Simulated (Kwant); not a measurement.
Device: In0.53Ga0.47As/In0.52Al0.48As stack with 1 barrier. One parabolic valley. Leads of mass 0.041 mₑ with the band edge at 0; grid 0.1 nm; bias swept from 0.0208 to 0.44254 V, dropping linearly over the stack. Emitter Fermi level 0.033 eV, 300 K, equal in the collector.

```tsv
layer	thickness (nm)	band offset (eV)	mass (mₑ)
1	3.7	0.52	0.075
```

Constants are typed, rounded textbook-type inputs, not results; the design itself was drawn at random and stands for no fabricated device.

Kwant, one-band effective-mass tight-binding model in one dimension, coherent, no space charge, current by the Tsu-Esaki formula.

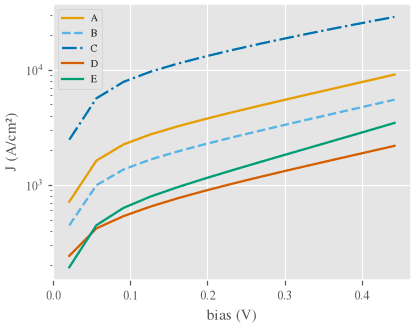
J (A/cm²) of 5 runs

```csv
bias (V),A,B,C,D,E
0.02080,716,446,2470,242,193
0.05595,1630,994,5660,420,447
0.09109,2250,1360,7850,536,632
0.1262,2750,1660,9630,649,793
0.1614,3230,1950,11300,766,957
0.1965,3730,2260,13000,890,1140
0.2317,4270,2590,14800,1020,1340
0.2668,4860,2950,16700,1170,1570
0.3020,5520,3350,18800,1330,1840
0.3371,6260,3790,21000,1510,2150
0.3723,7090,4290,23400,1710,2520
0.4074,8020,4860,26000,1930,2950
0.4425,9080,5500,28800,2180,3460
```

Column A is the base. The others each differ by one change: Fermi level in the emitter 0.033 → 0.017 eV; mass in the first barrier 0.075 → 0.045 mₑ; temperature 300 → 77 K; thickness of the first barrier 3.7 → 4.4 nm. Which is which?

B: Fermi level in the emitter 0.033 → 0.017 eV; C: mass in the first barrier 0.075 → 0.045 mₑ; D: temperature 300 → 77 K; E: thickness of the first barrier 3.7 → 4.4 nm.
